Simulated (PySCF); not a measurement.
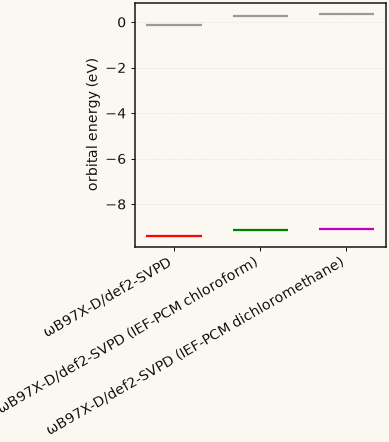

Frontier orbital energies of GaCl, singlet at one geometry, PySCF 2.14.0, at a PBE0-D3(BJ)/def2-SVP geometry (no frequency check). Empty levels are grey, levels within 0.1 eV stand side by side; all columns show the same few orbitals around the gap.

> How do the frontier levels move from column to column?

The separation grows from 9.25 eV (ωB97X-D/def2-SVPD) to 9.45 eV (ωB97X-D/def2-SVPD (IEF-PCM dichloromethane)).

```
                                      level  HOMO (eV)  LUMO (eV)  separation (eV)
                          ωB97X-D/def2-SVPD      −9.38      −0.13             9.25
     ωB97X-D/def2-SVPD (IEF-PCM chloroform)      −9.14       0.28             9.42
ωB97X-D/def2-SVPD (IEF-PCM dichloromethane)      −9.10       0.36             9.45
```

Caveats, for all or some of the runs: empty levels above zero depend strongly on the basis.
